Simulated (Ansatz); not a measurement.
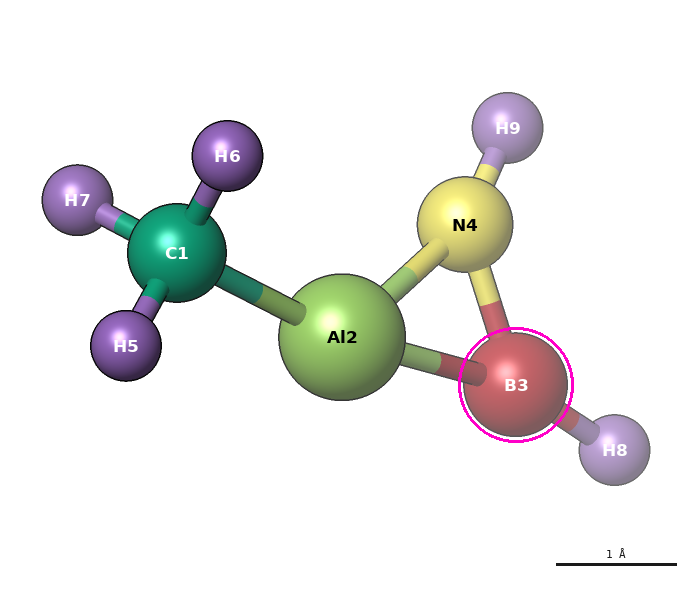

Orthographic view. Distant atoms are faded towards the background colour. The geometry was computed by an optimisation with PBE-D4/def2-SVP. No frequency run is at hand to confirm it as a minimum.

**Which atoms are bonded to the circled atom?**

The circled atom is B3; it is bonded to Al2, N4, H8.

**Of C1 and Al2, which is nearer the viewer?**

C1; the bond to Al2 points away from the viewer, so it looks shorter than its 1.96 Å.

**What is the shortest path along bonds from the circled atom to H5?**

B3–Al2–C1–H5, 3 bonds; through space the two are 4.59 Å apart.
